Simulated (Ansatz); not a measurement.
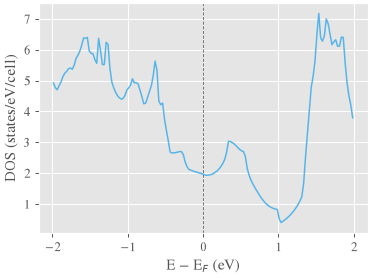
Fig. 1. Density of states of TaRh$_{3}$ (Pm-3m) near the Fermi level, PBEsol, rigid bands (Ansatz, a quantum-chemistry and plane-wave program).

**Question.** With 4 atoms a cell, what bare Sommerfeld coefficient γ = (π²/3) k_B² N(E_F) follows?

**Answer.** N(E_F) ≈ 1.97 states/eV a cell at 300 K, so γ ≈ 1.16 mJ/(mol of atoms·K²), before many-body enhancement (phonons, spin fluctuations, correlation).

**Question.** How far does the Fermi level move in a rigid band for 0.1 electron a cell added or removed?

**Answer.** 51 meV and -50 meV.

A metal at this level (no band gap); rigid bands, thermally averaged at 300 K, both spins. Spin-orbit coupling is left out, which matters with elements this heavy. Geometry: cell and atoms relaxed with PBEsol.

Formula and space group known from diffraction (Crystallography Open Database), not checked to be the room-temperature form: TaRh3 (Pm-3m).
